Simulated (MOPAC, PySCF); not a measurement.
Potential energy curve for HCl, singlet.

Levels: AM1, restricted, heats of formation (MOPAC); RKS-M06-2X/6-31G* = restricted M06-2X/6-31G*, spherical d run with PySCF; UKS-B3LYP/6-31G* = unrestricted B3LYP/6-31G*, spherical d (PySCF); RKS-PBE0 = PySCF with restricted PBE0/cc-pVDZ; UCCSD = PySCF 2.14.0 with CCSD on UHF/cc-pVDZ, 5 core orbitals frozen.

Energies are in kJ/mol, each relative to the lowest point of its own curve near equilibrium.

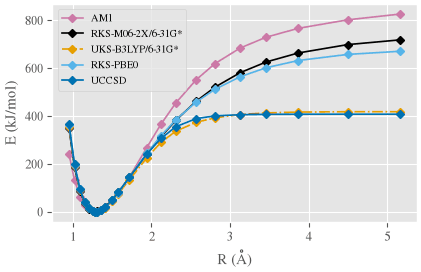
Energy against bond length for each method.

| R / Å | AM1 | RKS-M06-2X/6-31G* | UKS-B3LYP/6-31G* | RKS-PBE0 | UCCSD |
|---|---|---|---|---|---|
| 0.95 | 239.8 | 348.3 | 353.5 | 363.2 | 365.4 |
| 1.02 | 131.7 | 185.3 | 189.8 | 196.5 | 197.2 |
| 1.09 | 62.7 | 85.7 | 89.1 | 93.2 | 93.0 |
| 1.15 | 26.9 | 35.9 | 38.3 | 40.5 | 40.0 |
| 1.20 | 9.7 | 12.6 | 14.2 | 15.2 | 14.8 |
| 1.25 | 1.4 | 1.8 | 2.4 | 2.6 | 2.5 |
| 1.28 | 0.0 | 0.0 | 0.0 | 0.0 | 0.0 |
| 1.31 | 0.8 | 1.0 | 0.5 | 0.3 | 0.6 |
| 1.36 | 6.4 | 7.9 | 6.4 | 6.4 | 7.0 |
| 1.41 | 16.6 | 19.8 | 17.3 | 17.7 | 18.8 |
| 1.50 | 44.0 | 49.7 | 45.4 | 47.4 | 49.0 |
| 1.58 | 76.2 | 81.8 | 75.7 | 80.0 | 81.7 |
| 1.72 | 144.9 | 143.3 | 133.9 | 143.4 | 143.8 |
| 1.94 | 267.7 | 239.9 | 224.4 | 243.2 | 240.6 |
| 2.12 | 365.0 | 312.9 | 289.5 | 316.8 | 305.9 |
| 2.31 | 454.3 | 381.7 | 336.3 | 383.8 | 354.9 |
| 2.57 | 551.4 | 461.4 | 373.4 | 458.3 | 389.0 |
| 2.81 | 618.9 | 520.6 | 392.3 | 511.5 | 400.3 |
| 3.13 | 683.8 | 580.9 | 405.9 | 563.9 | 405.1 |
| 3.46 | 729.0 | 625.4 | 412.7 | 601.4 | 406.6 |
| 3.87 | 766.2 | 663.2 | 416.2 | 631.6 | 407.2 |
| 4.50 | 801.7 | 698.1 | 417.7 | 657.1 | 407.4 |
| 5.17 | 825.9 | 718.0 | 417.9 | 670.3 | 407.5 |

At the longest distance, 5.17 Å, AM1 lies highest above its minimum (825.9 kJ/mol) and UCCSD lowest (407.5 kJ/mol).

The restricted form behind AM1, RKS-M06-2X/6-31G*, RKS-PBE0 keeps the bonding electrons paired and can't separate into open-shell fragments. The unrestricted determinant behind UKS-B3LYP/6-31G* is spin-contaminated at 2.12 to 5.17 Å (<S²> up to 1.0, against 0.00 for a pure singlet). At the longest distance RKS-PBE0 leaves fractional charges on the fragments, a sign of delocalisation error or of the restricted form. The unrestricted determinant behind UCCSD is spin-contaminated at 1.94 to 5.17 Å (<S²> up to 1.0, against 0.00 for a pure singlet).
